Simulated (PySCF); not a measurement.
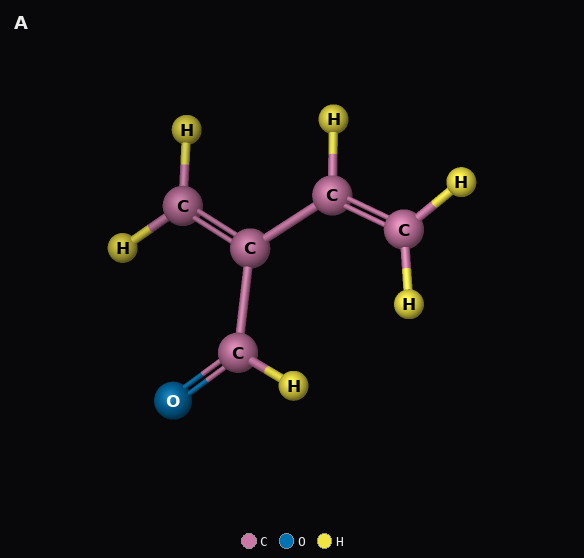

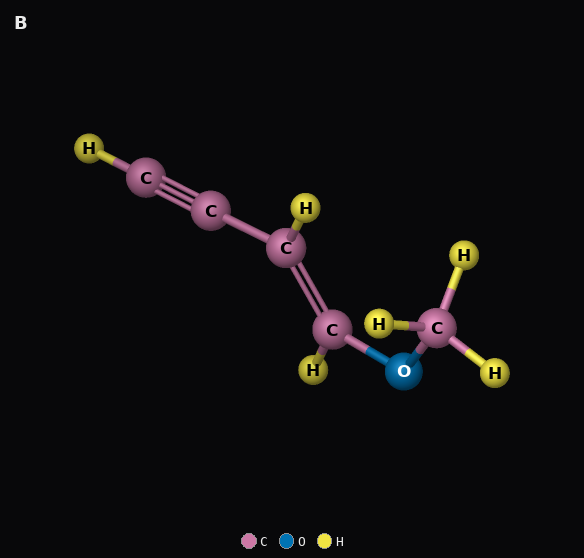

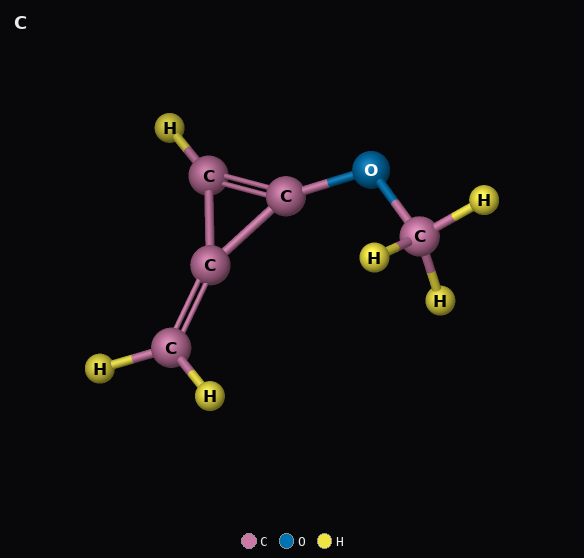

3 stationary structures of one formula. Geometries: PBE0-D3(BJ)/def2-SVP. Electronic energies: PBE0-D3(BJ)/def2-SVP (PySCF 2.14.0), without zero-point energy. No frequency run is at hand to confirm each as a minimum. Each is one conformer, not always the lowest.

Question: Are they conformers, stereoisomers or constitutional isomers?

Answer: They are constitutional isomers of C5H6O: A `C=CC(=C)C=O`, B `C#C/C=C/OC`, C `C=C1C=C1OC`.

Question: Which is lowest in energy, and by how much?

Answer: A is lowest; B lies 128.7 kJ/mol above it, C lies 189.5 kJ/mol above it.
